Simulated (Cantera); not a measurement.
Charge: 1 mol PbO, 0.83 mol N2, equilibrated at 0.00133 bar.

These are equilibrium values from Cantera (NASA tables, ideal gas, pure condensed phases), not measurements of a reactor. Candidate condensed phases: Pb, PbO, PbO2, Pb3O4; 12 gas species. Gases not in the tables: (PbO)n polymers. The numbers say what is thermodynamically allowed, not how fast it happens.

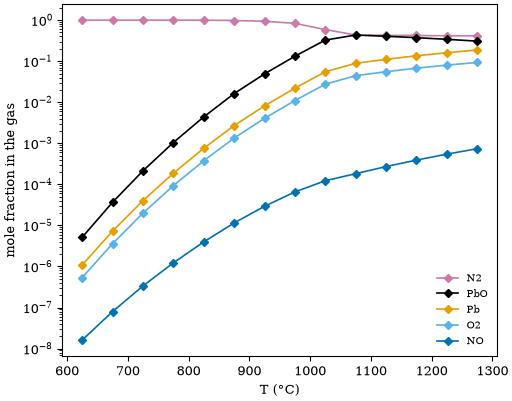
*Equilibrium gas composition (values under 1e-9 drawn at 1e-9)*

**Question.** Read off the mole fractions at 1025 °C.

**Answer.** N2 about 0.59, PbO about 0.33, Pb about 0.055, O2 about 0.028, NO about 0.00012.
